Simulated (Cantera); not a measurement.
Input: 1 mol C2H2, 6 mol H2, equilibrated at 10.0 mbar.

Equilibrium computed with Cantera from the NASA thermochemical tables; the gas is ideal and each condensed phase is pure. Candidate condensed phases: C, C6H6, C7H8, C8H18; 76 gas species. Rates play no part.

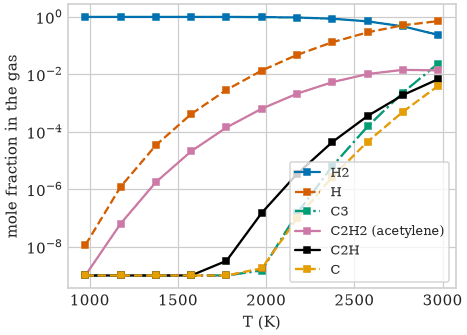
Equilibrium gas composition (values under 1e-9 drawn at 1e-9)

From 975 K to 2975 K the condensed part is C(graphite). The main C-bearing gas is CH4 at 975 K and C3 at 2975 K.
